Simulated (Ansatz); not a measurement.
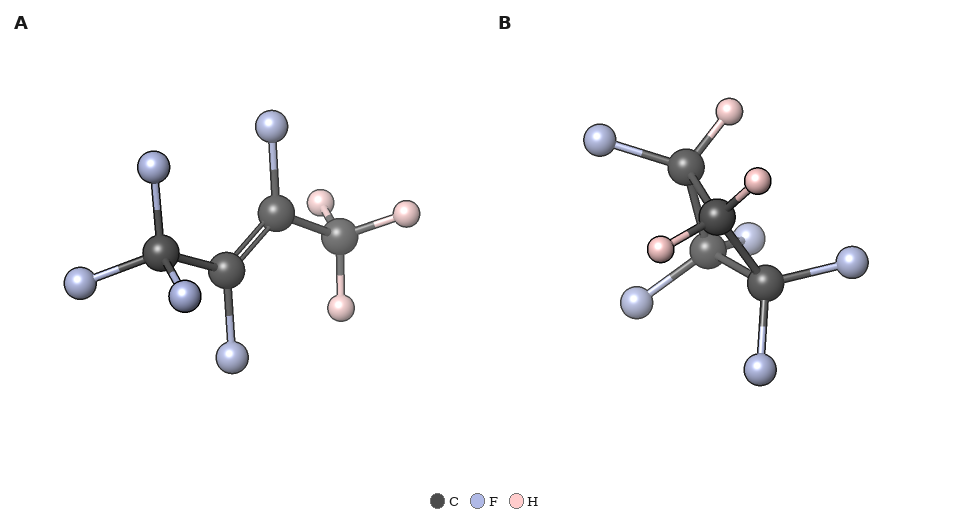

Atoms fade into the background with distance from the viewer. Computed geometry: PBE0-D4/def2-TZVP optimisation.

Can A be turned into B by a rotation alone?

Answer. No. They are constitutional isomers of C4H3F5: A is C/C(F)=C(\F)C(F)(F)F, B is F[C@H]1CC(F)(F)C1(F)F
